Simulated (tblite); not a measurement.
C8H18O: geometry relaxation

The run: geometry relaxation of C8H18O (s-Bu2O), SMILES CC[C@H](C)O[C@@H](C)CC. Method and program: GFN2-xTB geometry optimisation, gas phase (tblite 0.8.0).

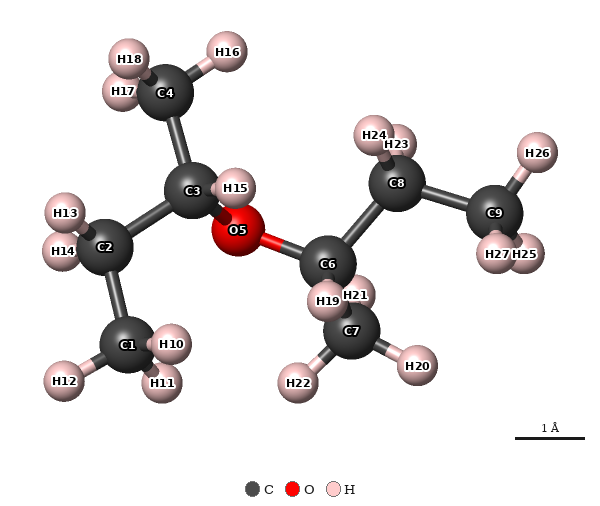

Fig. 1: The starting structure (ball-and-stick view, seen at a tilt; atoms are numbered from 1 in the order of the input).

Input file:
```
{"job": {"xc": "GFN2-xTB", "basis": "xTB", "kind": "relax"}, "charge": 0, "multiplicity": 1}
C     -2.221700    -1.616900    -0.836600
C     -2.530800    -0.294000    -0.138100
C     -1.280300     0.287100     0.565900
C     -1.660400     1.578900     1.295400
O     -0.321400     0.632500    -0.424900
C      0.908700    -0.091200    -0.343100
C      1.583300     0.034800    -1.710600
C      1.788100     0.496700     0.789200
C      3.112500    -0.232500     0.972200
H     -1.832100    -2.354500    -0.131700
H     -1.512400    -1.479000    -1.649100
H     -3.152200    -2.025600    -1.268200
H     -3.323700    -0.463400     0.620400
H     -2.906500     0.408900    -0.875200
H     -0.894900    -0.426500     1.284500
H     -0.778700     2.010400     1.792300
H     -2.048600     2.330400     0.616400
H     -2.412200     1.375200     2.076400
H      0.702500    -1.147800    -0.148400
H      2.496300    -0.571500    -1.766100
H      1.832500     1.081000    -1.923500
H      0.896400    -0.295400    -2.494600
H      1.969700     1.565900     0.612500
H      1.225300     0.443500     1.731300
H      3.766100    -0.087900     0.110900
H      3.620100     0.165100     1.854100
H      2.954200    -1.297800     1.125300
```

The first line tells a small driver script what to run in tblite; the rest is the geometry in Å.

Hardware: 1 CPU thread, shared host.

Launched with:
```bash
OMP_NUM_THREADS=1 python <driver script> task.json out
```

Log:
```
step      E/eV     max force
  0    -826.67833    1.438
  1    -826.73198    0.284
  2    -826.73983    0.231
  3    -826.74556    0.136
  4    -826.74804    0.120
  5    -826.75041    0.109
  6    -826.75160    0.083
  7    -826.75239    0.050
  8    -826.75286    0.047
  9    -826.75330    0.060
 10    -826.75371    0.052
 11    -826.75409    0.039
 12    -826.75409    0.039
 13    -826.75427    0.030
 14    -826.75455    0.026
 15    -826.75466    0.028
 16    -826.75486    0.025
 17    -826.75499    0.028
 18    -826.75518    0.031
 19    -826.75534    0.022
 20    -826.75548    0.024
 21    -826.75561    0.021
 22    -826.75575    0.029
 23    -826.75592    0.029
 24    -826.75606    0.023
 25    -826.75614    0.016
 26    -826.75620    0.017
 27    -826.75626    0.017
 28    -826.75633    0.018
 29    -826.75639    0.021
 30    -826.75647    0.022
 31    -826.75657    0.023
 32    -826.75670    0.023
 33    -826.75685    0.023
 34    -826.75696    0.021
 35    -826.75704    0.015
 36    -826.75710    0.017
 37    -826.75716    0.015
 38    -826.75721    0.013
 39    -826.75726    0.013
 40    -826.75730    0.014
 41    -826.75735    0.014
 42    -826.75740    0.014
 43    -826.75746    0.018
 44    -826.75753    0.019
 45    -826.75760    0.018
 46    -826.75767    0.018
 47    -826.75773    0.017
 48    -826.75778    0.013
 49    -826.75781    0.011
 50    -826.75784    0.010
 51    -826.75787    0.011
 52    -826.75790    0.014
 53    -826.75795    0.016
 54    -826.75799    0.013
 55    -826.75803    0.013
 56    -826.75807    0.012
 57    -826.75811    0.014
 58    -826.75816    0.015
 59    -826.75819    0.012
 60    -826.75822    0.011
 61    -826.75825    0.013
 62    -826.75829    0.015
 63    -826.75832    0.011
 64    -826.75835    0.010
 65    -826.75838    0.012
 66    -826.75843    0.020
 67    -826.75848    0.021
 68    -826.75852    0.015
 69    -826.75856    0.010
 70    -826.75859    0.013
 71    -826.75861    0.013
 72    -826.75864    0.010
 73    -826.75865    0.009
 74    -826.75866    0.009
 75    -826.75868    0.009
 76    -826.75870    0.009
 77    -826.75871    0.008
 78    -826.75873    0.008
 79    -826.75874    0.010
 80    -826.75876    0.009
 81    -826.75877    0.006
 82    -826.75878    0.005
 83    -826.75879    0.005
 84    -826.75879    0.005
 85    -826.75880    0.005
 86    -826.75880    0.004
```

Trajectory as extended XYZ (Å, eV, eV/Å), 8 of the 12 frames kept, from step=0 to step=86:
```
27
Properties=species:S:1:pos:R:3:forces:R:3 step=0 energy=-826.67833
C    -2.2217   -1.6169   -0.8366   -0.5610  -0.2460  -0.1160
C    -2.5308   -0.2940   -0.1381   -0.0220  -0.4980   0.5380
C    -1.2803    0.2871    0.5659   -0.8230   0.9440  -0.7060
C    -1.6604    1.5789    1.2954    0.0240   0.0840   0.9010
O    -0.3214    0.6325   -0.4249    0.4260  -0.6540   0.2040
C     0.9087   -0.0912   -0.3431    0.1780   0.7840  -0.1490
C     1.5833    0.0348   -1.7106    0.1400   0.0880  -0.2490
C     1.7881    0.4967    0.7892   -0.1830  -0.0180   0.0830
C     3.1125   -0.2325    0.9722    0.1330   0.1520   0.0770
H    -1.8321   -2.3545   -0.1317    0.0060   0.1180  -0.0920
H    -1.5124   -1.4790   -1.6491    0.0330   0.0390   0.1080
H    -3.1522   -2.0256   -1.2682    0.3980   0.1320   0.1480
H    -3.3237   -0.4634    0.6204    0.4060   0.1300  -0.3350
H    -2.9065    0.4089   -0.8752    0.0670   0.1870   0.0110
H    -0.8949   -0.4265    1.2845    0.1950  -0.2970   0.1060
H    -0.7787    2.0104    1.7923   -0.2430  -0.1730  -0.1890
H    -2.0486    2.3304    0.6164   -0.0250  -0.1390  -0.1280
H    -2.4122    1.3752    2.0764    0.2520   0.0720  -0.3610
H     0.7025   -1.1478   -0.1484    0.0090  -0.1360   0.1220
H     2.4963   -0.5715   -1.7661   -0.3360   0.1910   0.0780
H     1.8325    1.0810   -1.9235   -0.0460  -0.2720   0.1690
H     0.8964   -0.2954   -2.4946    0.0980  -0.0060   0.1840
H     1.9697    1.5659    0.6125   -0.0540  -0.2610  -0.2020
H     1.2253    0.4435    1.7313    0.0390  -0.0970  -0.1510
H     3.7661   -0.0879    0.1109   -0.0940  -0.0540   0.1190
H     3.6201    0.1651    1.8541   -0.0070  -0.0740  -0.1200
H     2.9542   -1.2978    1.1253   -0.0100   0.0040  -0.0520
27
Properties=species:S:1:pos:R:3:forces:R:3 step=15 energy=-826.75466
C    -2.2348   -1.6182   -0.8329    0.0000  -0.0030   0.0010
C    -2.5348   -0.2976   -0.1332   -0.0230  -0.0060  -0.0100
C    -1.2964    0.3027    0.5480   -0.0140  -0.0010   0.0100
C    -1.6627    1.5803    1.3072    0.0010   0.0060   0.0000
O    -0.3172    0.6020   -0.4346    0.0010  -0.0030  -0.0070
C     0.9194   -0.0812   -0.3398    0.0100  -0.0070  -0.0140
C     1.5827    0.0442   -1.7076    0.0120   0.0020  -0.0130
C     1.7876    0.4981    0.7884   -0.0050   0.0100  -0.0020
C     3.1130   -0.2295    0.9745   -0.0050   0.0020  -0.0010
H    -1.8351   -2.3469   -0.1293   -0.0140   0.0070   0.0060
H    -1.5063   -1.4657   -1.6253    0.0040   0.0040   0.0130
H    -3.1415   -2.0283   -1.2725    0.0110   0.0100  -0.0020
H    -3.3078   -0.4478    0.6225   -0.0080   0.0020   0.0080
H    -2.9033    0.4225   -0.8648   -0.0050   0.0080  -0.0040
H    -0.8957   -0.4357    1.2572    0.0000  -0.0140   0.0100
H    -0.7818    1.9996    1.7876   -0.0130  -0.0060  -0.0060
H    -2.0556    2.3168    0.6106    0.0090  -0.0190   0.0070
H    -2.4140    1.3709    2.0652    0.0190  -0.0060  -0.0190
H     0.7347   -1.1482   -0.1291    0.0050  -0.0130   0.0090
H     2.4824   -0.5616   -1.7532   -0.0020   0.0060  -0.0080
H     1.8328    1.0831   -1.9049   -0.0030  -0.0050   0.0140
H     0.8911   -0.2929   -2.4756    0.0100   0.0070   0.0070
H     1.9659    1.5541    0.5772    0.0090   0.0060  -0.0050
H     1.2190    0.4362    1.7195    0.0060   0.0180   0.0120
H     3.7615   -0.0916    0.1138    0.0000   0.0000  -0.0020
H     3.6280    0.1569    1.8511    0.0020  -0.0040   0.0010
H     2.9487   -1.2958    1.1170   -0.0070  -0.0020  -0.0050
27
Properties=species:S:1:pos:R:3:forces:R:3 step=23 energy=-826.75592
C    -2.2381   -1.6151   -0.8301   -0.0060  -0.0190  -0.0040
C    -2.5423   -0.2956   -0.1320    0.0000  -0.0170  -0.0100
C    -1.2983    0.2954    0.5476   -0.0110   0.0190   0.0120
C    -1.6599    1.5747    1.3041   -0.0040   0.0190   0.0210
O    -0.3197    0.5885   -0.4375    0.0000   0.0050  -0.0140
C     0.9220   -0.0845   -0.3375    0.0100  -0.0010  -0.0180
C     1.5864    0.0453   -1.7055    0.0010   0.0080  -0.0110
C     1.7890    0.5044    0.7869   -0.0020   0.0040  -0.0020
C     3.1108   -0.2289    0.9731    0.0070   0.0010   0.0040
H    -1.8489   -2.3438   -0.1208   -0.0080  -0.0020  -0.0020
H    -1.4983   -1.4613   -1.6119   -0.0060  -0.0050   0.0140
H    -3.1387   -2.0244   -1.2816   -0.0040   0.0060  -0.0130
H    -3.3159   -0.4448    0.6241    0.0100   0.0060  -0.0090
H    -2.9086    0.4261   -0.8638    0.0070  -0.0040   0.0120
H    -0.9010   -0.4453    1.2571   -0.0030  -0.0030  -0.0050
H    -0.7809    1.9955    1.7857    0.0070  -0.0060  -0.0090
H    -2.0530    2.3096    0.6061    0.0080  -0.0160   0.0130
H    -2.4104    1.3645    2.0620   -0.0030   0.0070  -0.0050
H     0.7447   -1.1523   -0.1230    0.0090  -0.0060   0.0060
H     2.4875   -0.5587   -1.7583   -0.0210   0.0130   0.0130
H     1.8340    1.0862   -1.8956    0.0040  -0.0090   0.0030
H     0.8948   -0.2866   -2.4760    0.0050   0.0010   0.0130
H     1.9720    1.5580    0.5671    0.0030   0.0010  -0.0090
H     1.2239    0.4538    1.7206   -0.0100   0.0030   0.0020
H     3.7597   -0.0913    0.1129    0.0060  -0.0070  -0.0070
H     3.6284    0.1518    1.8503    0.0040   0.0070   0.0120
H     2.9410   -1.2947    1.1129   -0.0040  -0.0040  -0.0060
27
Properties=species:S:1:pos:R:3:forces:R:3 step=39 energy=-826.75726
C    -2.2513   -1.6240   -0.8292   -0.0030   0.0050   0.0040
C    -2.5453   -0.3014   -0.1317   -0.0020   0.0060  -0.0010
C    -1.2998    0.2863    0.5490    0.0030   0.0040   0.0020
C    -1.6517    1.5670    1.3087   -0.0010   0.0030   0.0020
O    -0.3240    0.5809   -0.4397    0.0060  -0.0070  -0.0030
C     0.9240   -0.0797   -0.3386    0.0110   0.0030   0.0010
C     1.5886    0.0525   -1.7060   -0.0040  -0.0020   0.0000
C     1.7927    0.5185    0.7800    0.0010   0.0000   0.0040
C     3.1082   -0.2251    0.9756   -0.0030   0.0020   0.0040
H    -1.9015   -2.3676   -0.1148   -0.0040   0.0060  -0.0020
H    -1.4850   -1.4813   -1.5871   -0.0050  -0.0080   0.0060
H    -3.1479   -2.0065   -1.3117    0.0050   0.0020  -0.0010
H    -3.3225   -0.4432    0.6215    0.0040   0.0020   0.0050
H    -2.9042    0.4224   -0.8645    0.0010   0.0040  -0.0060
H    -0.9027   -0.4574    1.2554    0.0100  -0.0050  -0.0070
H    -0.7661    1.9809    1.7844   -0.0020  -0.0040   0.0000
H    -2.0400    2.3039    0.6107   -0.0040  -0.0010   0.0040
H    -2.4011    1.3663    2.0699    0.0000  -0.0100  -0.0050
H     0.7572   -1.1488   -0.1190    0.0030   0.0090  -0.0040
H     2.4885   -0.5528   -1.7547   -0.0080   0.0070  -0.0070
H     1.8393    1.0932   -1.8938   -0.0030  -0.0100   0.0010
H     0.8980   -0.2774   -2.4776    0.0030  -0.0040   0.0010
H     1.9859    1.5674    0.5463   -0.0050  -0.0040   0.0000
H     1.2265    0.4848    1.7140   -0.0080  -0.0020  -0.0020
H     3.7633   -0.0949    0.1185   -0.0010  -0.0060   0.0070
H     3.6237    0.1516    1.8562    0.0000   0.0060  -0.0030
H     2.9273   -1.2893    1.1151    0.0030   0.0030  -0.0010
27
Properties=species:S:1:pos:R:3:forces:R:3 step=46 energy=-826.75767
C    -2.2585   -1.6255   -0.8271    0.0020  -0.0040  -0.0010
C    -2.5440   -0.2997   -0.1326    0.0010  -0.0010  -0.0020
C    -1.2957    0.2838    0.5463    0.0030  -0.0040  -0.0090
C    -1.6473    1.5616    1.3110    0.0020  -0.0100   0.0010
O    -0.3224    0.5800   -0.4441    0.0060  -0.0070   0.0010
C     0.9273   -0.0774   -0.3409    0.0040  -0.0020   0.0040
C     1.5893    0.0535   -1.7095    0.0000   0.0000   0.0020
C     1.7928    0.5238    0.7787    0.0040  -0.0050  -0.0060
C     3.1065   -0.2220    0.9812   -0.0060   0.0060  -0.0050
H    -1.9288   -2.3743   -0.1092    0.0000  -0.0010   0.0100
H    -1.4803   -1.4952   -1.5745    0.0030   0.0070  -0.0050
H    -3.1533   -1.9951   -1.3224   -0.0050  -0.0020   0.0000
H    -3.3206   -0.4376    0.6219   -0.0030   0.0110  -0.0010
H    -2.8995    0.4246   -0.8668    0.0010   0.0020   0.0000
H    -0.8948   -0.4633    1.2474   -0.0110   0.0060   0.0000
H    -0.7616    1.9731    1.7881   -0.0040   0.0050   0.0050
H    -2.0377    2.3012    0.6170    0.0040  -0.0050   0.0040
H    -2.3967    1.3547    2.0703    0.0000   0.0000   0.0080
H     0.7620   -1.1459   -0.1179    0.0030  -0.0010  -0.0120
H     2.4901   -0.5495   -1.7628    0.0030  -0.0050   0.0090
H     1.8378    1.0940   -1.8984   -0.0030   0.0050  -0.0050
H     0.8971   -0.2782   -2.4787   -0.0030  -0.0010  -0.0020
H     1.9882    1.5714    0.5405   -0.0020  -0.0060   0.0110
H     1.2223    0.4934    1.7106    0.0060   0.0030  -0.0150
H     3.7634   -0.0972    0.1246   -0.0010  -0.0010   0.0070
H     3.6214    0.1581    1.8610   -0.0080  -0.0050  -0.0100
H     2.9231   -1.2858    1.1230    0.0040   0.0150   0.0090
27
Properties=species:S:1:pos:R:3:forces:R:3 step=62 energy=-826.75829
C    -2.2712   -1.6269   -0.8221   -0.0020   0.0040   0.0000
C    -2.5455   -0.2937   -0.1380    0.0030   0.0070  -0.0020
C    -1.2925    0.2768    0.5434    0.0000  -0.0020  -0.0040
C    -1.6398    1.5483    1.3209    0.0050  -0.0030  -0.0030
O    -0.3214    0.5744   -0.4495   -0.0070   0.0000   0.0020
C     0.9321   -0.0768   -0.3490   -0.0110   0.0000   0.0100
C     1.5931    0.0555   -1.7180   -0.0010  -0.0030   0.0050
C     1.7927    0.5285    0.7715    0.0030   0.0020   0.0020
C     3.1051   -0.2143    0.9888    0.0010   0.0010   0.0000
H    -1.9644   -2.3767   -0.0949    0.0010  -0.0030  -0.0010
H    -1.4792   -1.5102   -1.5574   -0.0010  -0.0040  -0.0040
H    -3.1637   -1.9844   -1.3300   -0.0040  -0.0060   0.0010
H    -3.3298   -0.4144    0.6117    0.0060  -0.0010  -0.0020
H    -2.8852    0.4315   -0.8784   -0.0010   0.0030  -0.0070
H    -0.8948   -0.4780    1.2378    0.0010   0.0030  -0.0030
H    -0.7541    1.9582    1.7988    0.0080  -0.0020   0.0040
H    -2.0337    2.2935    0.6354   -0.0020   0.0030  -0.0040
H    -2.3861    1.3344    2.0816    0.0030  -0.0020   0.0030
H     0.7727   -1.1464   -0.1279   -0.0020  -0.0060   0.0010
H     2.4979   -0.5416   -1.7663    0.0130  -0.0040   0.0050
H     1.8346    1.0963   -1.9136   -0.0040   0.0110   0.0080
H     0.9050   -0.2858   -2.4864   -0.0100  -0.0030  -0.0030
H     1.9884    1.5753    0.5317    0.0020   0.0030  -0.0020
H     1.2166    0.5021    1.6997    0.0010   0.0000  -0.0040
H     3.7665   -0.1038    0.1340   -0.0050   0.0010  -0.0030
H     3.6158    0.1798    1.8646    0.0010  -0.0010  -0.0010
H     2.9212   -1.2751    1.1484    0.0010   0.0030   0.0010
27
Properties=species:S:1:pos:R:3:forces:R:3 step=70 energy=-826.75859
C    -2.2789   -1.6279   -0.8214   -0.0010   0.0030   0.0040
C    -2.5467   -0.2889   -0.1455    0.0040   0.0020   0.0020
C    -1.2925    0.2737    0.5401    0.0030  -0.0060  -0.0050
C    -1.6330    1.5414    1.3269    0.0020  -0.0100  -0.0060
O    -0.3216    0.5714   -0.4527   -0.0010   0.0010   0.0010
C     0.9321   -0.0789   -0.3503   -0.0040   0.0040   0.0100
C     1.5945    0.0553   -1.7181    0.0000   0.0020   0.0040
C     1.7916    0.5309    0.7686    0.0030   0.0000   0.0070
C     3.1044   -0.2092    0.9918    0.0030  -0.0030  -0.0020
H    -1.9780   -2.3745   -0.0883    0.0020  -0.0020  -0.0010
H    -1.4843   -1.5211   -1.5555   -0.0070  -0.0020  -0.0030
H    -3.1724   -1.9849   -1.3282    0.0010   0.0030  -0.0010
H    -3.3356   -0.4006    0.6006    0.0000   0.0020  -0.0030
H    -2.8757    0.4363   -0.8910   -0.0020  -0.0040   0.0000
H    -0.8964   -0.4862    1.2297   -0.0030  -0.0040   0.0000
H    -0.7433    1.9454    1.8030   -0.0020   0.0040  -0.0060
H    -2.0301    2.2911    0.6479    0.0050   0.0050   0.0040
H    -2.3748    1.3237    2.0909    0.0010  -0.0010   0.0000
H     0.7729   -1.1484   -0.1283    0.0050   0.0000   0.0030
H     2.5055   -0.5327   -1.7633    0.0050  -0.0040   0.0010
H     1.8261    1.0989   -1.9112    0.0010   0.0090  -0.0090
H     0.9112   -0.2921   -2.4882   -0.0050  -0.0030   0.0000
H     1.9880    1.5766    0.5238   -0.0040   0.0000   0.0000
H     1.2140    0.5088    1.6957    0.0010   0.0000   0.0050
H     3.7639   -0.1073    0.1345    0.0020   0.0030  -0.0030
H     3.6165    0.1941    1.8626    0.0000   0.0020  -0.0030
H     2.9226   -1.2685    1.1628   -0.0060  -0.0020   0.0000
27
Properties=species:S:1:pos:R:3:forces:R:3 step=86 energy=-826.75880
C    -2.2884   -1.6294   -0.8217   -0.0010   0.0010  -0.0010
C    -2.5483   -0.2860   -0.1514    0.0000   0.0010   0.0010
C    -1.2925    0.2690    0.5367    0.0020  -0.0010  -0.0010
C    -1.6272    1.5344    1.3295    0.0000  -0.0010   0.0000
O    -0.3210    0.5672   -0.4549    0.0010   0.0020  -0.0010
C     0.9352   -0.0768   -0.3484   -0.0020  -0.0020   0.0010
C     1.5966    0.0565   -1.7171   -0.0010  -0.0010   0.0030
C     1.7925    0.5361    0.7706    0.0000   0.0000  -0.0010
C     3.1050   -0.2045    0.9934    0.0010   0.0000   0.0000
H    -1.9900   -2.3746   -0.0862   -0.0010   0.0000  -0.0010
H    -1.4947   -1.5300   -1.5577   -0.0010  -0.0010  -0.0020
H    -3.1844   -1.9837   -1.3259   -0.0020   0.0010   0.0000
H    -3.3410   -0.3889    0.5918   -0.0010   0.0000   0.0020
H    -2.8696    0.4385   -0.9010    0.0000   0.0010   0.0010
H    -0.8994   -0.4960    1.2226    0.0000  -0.0020   0.0010
H    -0.7343    1.9355    1.8019    0.0000   0.0020  -0.0010
H    -2.0259    2.2881    0.6560    0.0000  -0.0010   0.0000
H    -2.3649    1.3155    2.0971   -0.0020  -0.0010  -0.0010
H     0.7806   -1.1466   -0.1243    0.0000  -0.0040   0.0000
H     2.5118   -0.5254   -1.7606    0.0000   0.0020   0.0010
H     1.8196    1.1010   -1.9166    0.0000  -0.0030  -0.0010
H     0.9145   -0.3007   -2.4840    0.0020   0.0020   0.0000
H     1.9877    1.5818    0.5251    0.0010   0.0010  -0.0010
H     1.2151    0.5137    1.6979    0.0010   0.0000  -0.0010
H     3.7614   -0.1092    0.1329    0.0010   0.0010   0.0000
H     3.6214    0.2030    1.8596   -0.0010   0.0010   0.0010
H     2.9202   -1.2622    1.1715    0.0030  -0.0010   0.0000
```

Key numbers:

```json
{"quantity": "outcome", "value": "converged"}
{"quantity": "total energy", "value": "−826.7588 eV"}
{"quantity": "wall time", "value": "1.6 s"}
{"quantity": "peak memory", "value": "0.2 GiB"}
```
